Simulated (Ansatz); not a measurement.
# AlClH: the cost of one run

Program: Ansatz 0.2.0 through its Python package. The levels of theory stand in the script. These are calculated values, not measurements.

### 1 Starting point

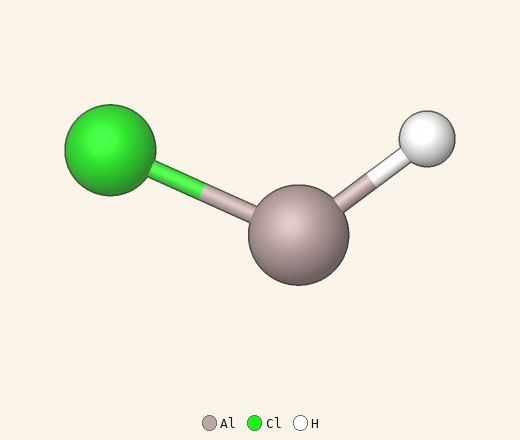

The starting structure, viewed from a chosen angle; aluminium light grey, chlorine green, hydrogen white.

No structure file is read: the coordinates are typed or built in the script.

### 2 Script

Contents of basis_alclh.py:

```python
"""Basis-set convergence for AlClH."""

import ansatz as az

GEOMETRY = """
Al   -0.18660   -0.64020   -0.18000
Cl    1.55600    0.13630    0.86910
H    -1.38030    0.43900   -0.70240
"""

molecule = az.Crystal.molecule()
for line in GEOMETRY.strip().splitlines():
    symbol, *xyz = line.split()
    molecule = molecule.atom(symbol, [float(v) for v in xyz])

setup = (
    molecule.calculation()
    .functional("hf")
    .spin("collinear", total=1)
)

energies = {}
for basis in ["STO-3G", "6-31G", "6-31G*", "def2-SVP", "def2-SVPD", "def2-TZVP", "def2-TZVPP"]:
    report = setup.basis(gaussian=basis).run(threads=1).report
    size = report["n_frozen"] + report["n_occupied"][0] + report["n_virtual"][0]
    energies[basis] = (report["reference_energy_ev"] / 27.211386246, report["free_energy_ev"] / 27.211386246)
    print(f"{basis:14s} {size:4d} orbitals  reference {energies[basis][0]:14.6f} Ha  total {energies[basis][1]:14.6f} Ha")

last = energies["def2-TZVPP"][1]
for basis, (_, total) in energies.items():
    print(f"{basis:14s} lies {27.211386 * (total - last):9.4f} eV above def2-TZVPP")
```

### 3 The calls as engine input

The engine receives this input (first run):

```yaml
crystal:
  periodic: [false, false, false]
  atoms:
    - { symbol: Al, position_ang: [-0.1866, -0.6402, -0.18] }
    - { symbol: Cl, position_ang: [1.556, 0.1363, 0.8691] }
    - { symbol: H, position_ang: [-1.3803, 0.439, -0.7024] }
basis:
  gaussian:
    orbitals: STO-3G
hamiltonian:
  xc: hf
magnetization:
  spin_polarized: true
  initial_magnetization: 1.0
```

### 4 Running it

Command:

```sh
> python basis_alclh.py
```

Q: Estimate wall time and peak memory on 1 thread of Arm Neoverse V1, shared host.

About 3 s, with a peak of 0.22 GiB.
